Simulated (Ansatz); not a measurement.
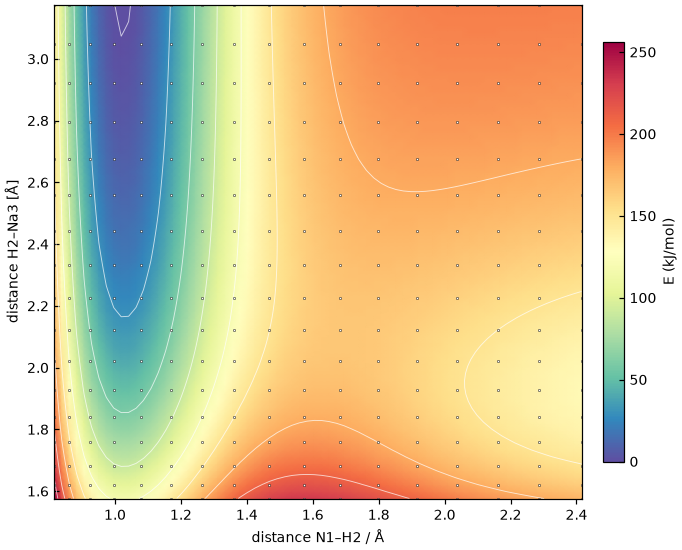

The system N + HNa, spin multiplicity 4. Coordinates scanned: (1) distance N1–H2; (2) distance H2–Na3. Nothing is relaxed (the angle N1–H2–Na3 is fixed at 180 degrees). The scan uses a 17 × 17 grid. Points are written as (first, second). Energies: kJ/mol, counted from the lowest grid point. In part of the range the unrestricted reference is strongly spin-contaminated. Level of theory: Ansatz, UHF/aug-cc-pVTZ.

In the figure: a smooth colour map with a few white contour lines, dots at the grid points. Between grid points the surface is interpolated.

The lowest grid point is at (0.998 Å, 3.176 Å). It lies in a valley that leaves the map towards separated partners. The highest grid point, (0.816 Å, 1.576 Å), lies 256 kJ/mol above the lowest. On the interpolated surface the lowest path from the side where the first distance is long, (2.416 Å, 1.929 Å), to the side where the second distance is long, about (1.02 Å, 3.18 Å), has its top at (1.684 Å, 2.122 Å), about 34 kJ/mol above the start and 168 kJ/mol above the end.

The level of theory is changed to UKS PBE0-D4/aug-cc-pVTZ (Ansatz); with it change the reference geometry, relaxed at the new level. 

Q: What does this change do to the map?

A: The minimum (interpolated where it lies between grid points) moves from (0.998 Å, 3.176 Å) to (1.080 Å, 3.176 Å). The span from the lowest to the highest grid point grows from 256 to 288 kJ/mol.

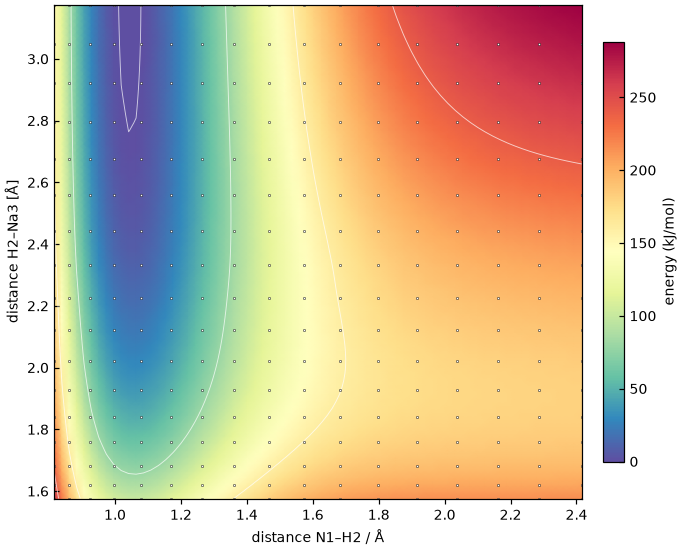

The map after the change, on a colour scale of its own. In the figure: a smooth colour map with a few white contour lines, dots at the grid points. Between grid points the surface is interpolated.
